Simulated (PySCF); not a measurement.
**CuH: density, localisation and related maps**

```xyz
2

Cu    0.0000    0.0000   -0.0231
H     0.0000    0.0000    1.4409
```

The calculation used PBE0/cc-pVDZ(-PP), non-relativistic Hamiltonian with scalar-relativistic core potentials where named, at a bond length of 1.464 Å in PySCF 2.14.0.

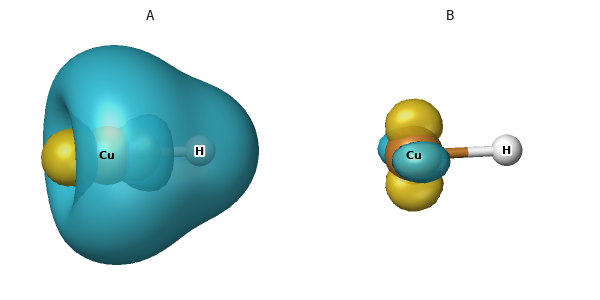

Figure 1. Two frontier orbitals, each drawn at the value that holds 80 % of its norm (yellow and cyan are the two phases), in no order; of a degenerate pair one member is drawn.

### Label each orbital by symmetry, say whether it is occupied, and order them by energy.

Orbital B: δ, occupied, −7.30 eV; almost wholly on Cu.
Orbital A: σ, occupied, −6.38 eV; mainly on Cu (85 %).

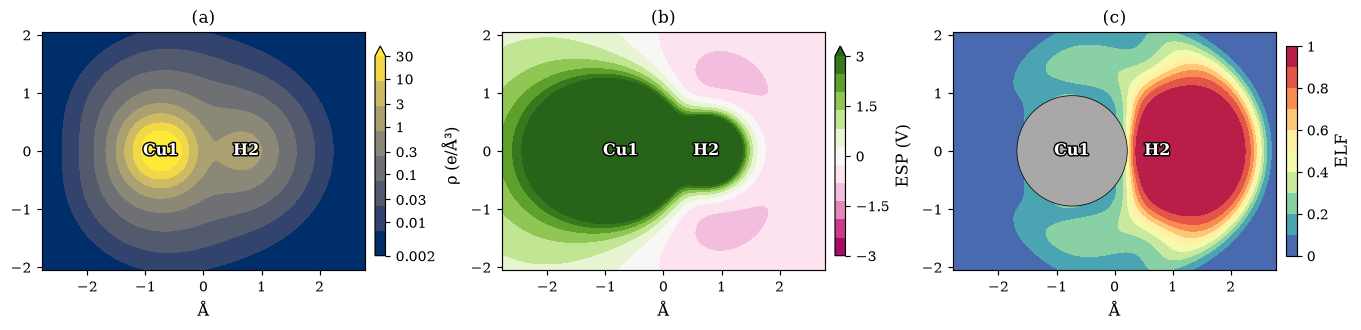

Figure 2. (a) total electron density; (b) electrostatic potential; (c) ELF on a plane that holds the molecular axis. Grey discs cover the atomic cores in the ELF map.

### What does the map show?

Atoms in the plane: Cu and H.
Cu–H (1.46 Å): ρ at the midpoint is about 1.5 e/Å³; the ELF climbs to about 1 towards the hydrogen.
Outside the dense part of the molecule the potential is most negative (−1.0 V) near H2.

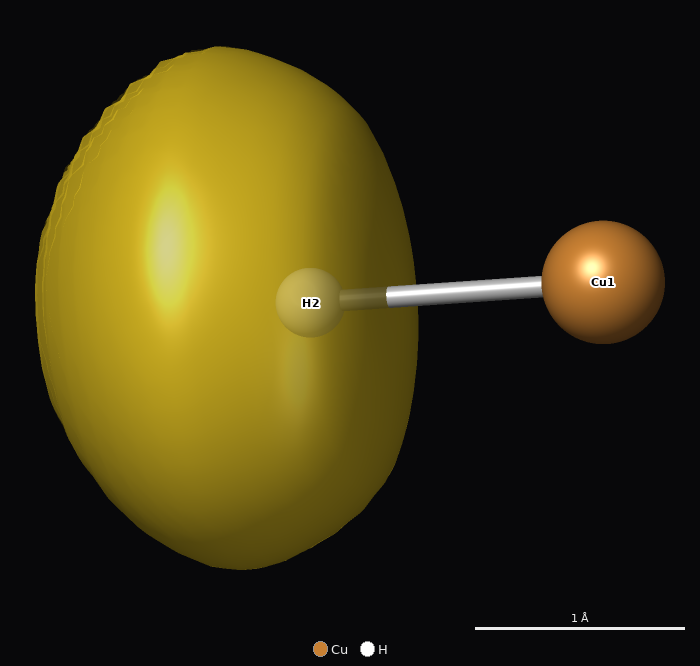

Figure 3. Isosurface of the ELF at 0.75 (yellow), seen from one side. Core shells and regions of very low density are left out.

### Where are the electrons localised?

The ELF exceeds this value in one region around a hydrogen nucleus.

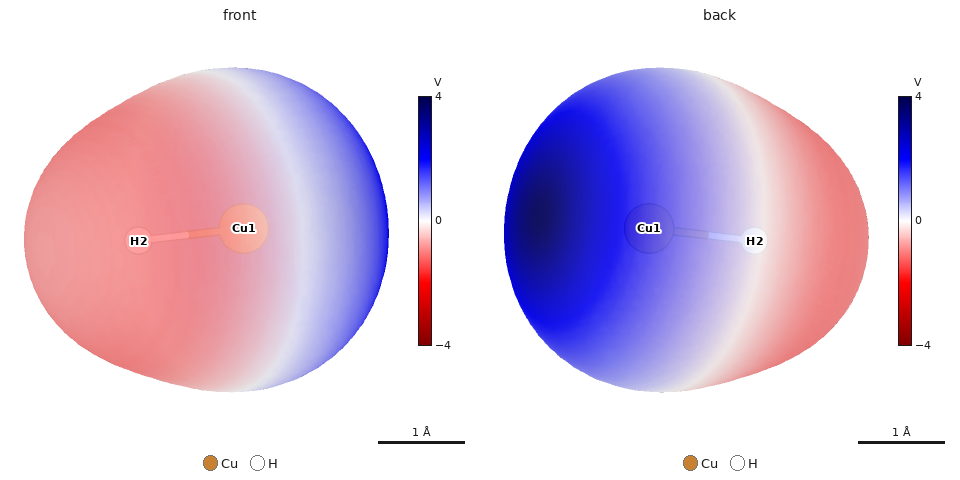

Figure 4. The molecular electrostatic potential painted on the density surface at 0.002 e/bohr³, seen from the front and from behind; red is negative and blue positive.

### Which sites attract a positive test charge, and which a negative one?

A positive charge is drawn to the negative regions and a negative charge to the positive ones. The most negative region (about −0.9 V) lies over H2, the most positive (about +3.8 V) over Cu1.
